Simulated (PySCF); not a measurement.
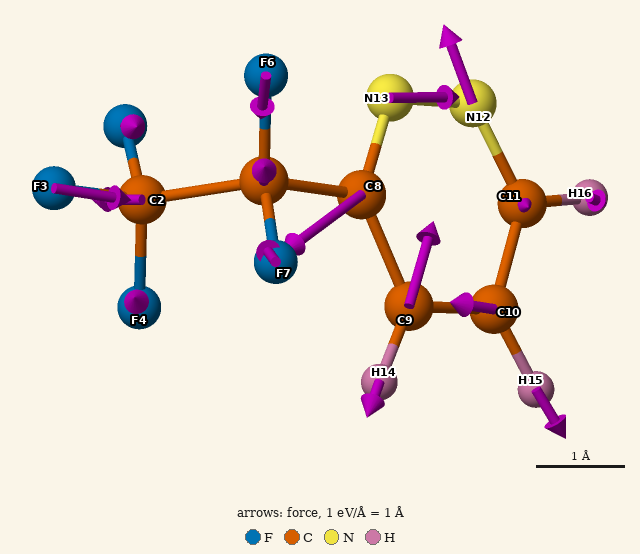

Starting geometry of C$_{6}$H$_{3}$F$_{5}$N$_{2}$ with the computed forces as purple arrows. The picture is a ball-and-stick view, seen at a tilt.

The start comes from GFN2-xTB. Its atoms were then displaced at random by about 0.01 Å.

These are results of PBE0-D3(BJ)/def2-SVP geometry optimisation, gas phase in PySCF 2.14.0, density-fitted response routines, not measurements. 

Is this structure relaxed? If not, where do the atoms go?

It isn't relaxed: the largest force vector, on a C atom, is 1.58 eV/Å. The final displacements have little in common with the starting forces (cosine between the two patterns 0.15). An F atom moves most after the best rigid fit: 0.22 Å. By element the largest moves are F 0.22 Å, H 0.17 Å, N 0.12 Å, C 0.08 Å. Near-neighbour distances that change, for instance: C–N 1.308 → 1.327 Å, C–H 1.074 → 1.092 Å, C–F 1.341 → 1.323 Å, C–F 1.366 → 1.351 Å. Bond angles that change, for instance: F–C–C 112.8° → 110.2°, F–C–F 106.1° → 108.6°, C–C–N 126.3° → 123.9°. The energy falls by 11.5 kJ/mol in 14 geometry steps. Cost: 6.6 min on 1 thread of Arm Neoverse V1, with other jobs on the host.
